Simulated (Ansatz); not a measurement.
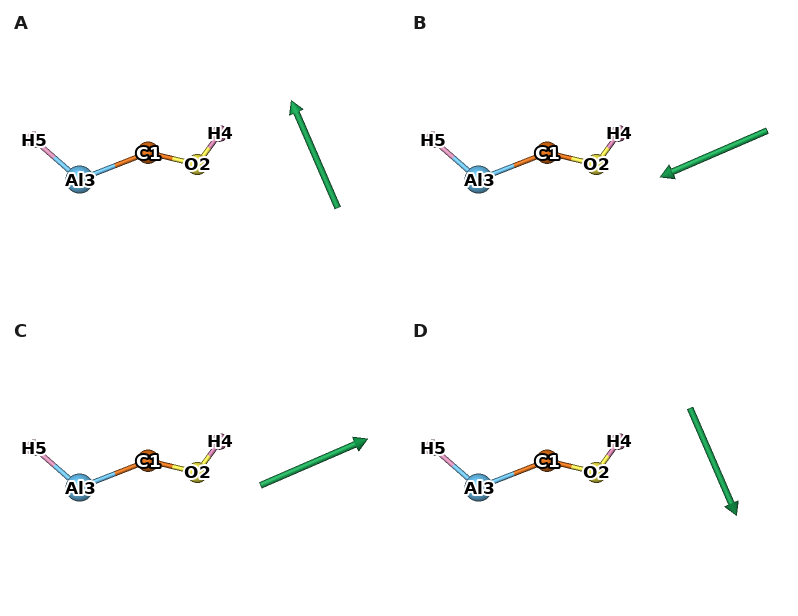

The same molecule four times, each with an arrow. Charge 0, doublet. The computed structure is the end point of a PBE0-D4/def2-TZVP optimisation. No frequency run is at hand to confirm it as a minimum. Level of theory: UKS PBE0-D4/def2-TZVP (Ansatz 0.2.0).

### Which arrow points along the dipole moment, from the negative to the positive end?

C. The dipole moment is 1.45 D; it points from the side of H5 to the side of H4 (the outermost atoms at the two ends).

The determinant isn't a pure spin state (⟨S²⟩ up to 1.22).
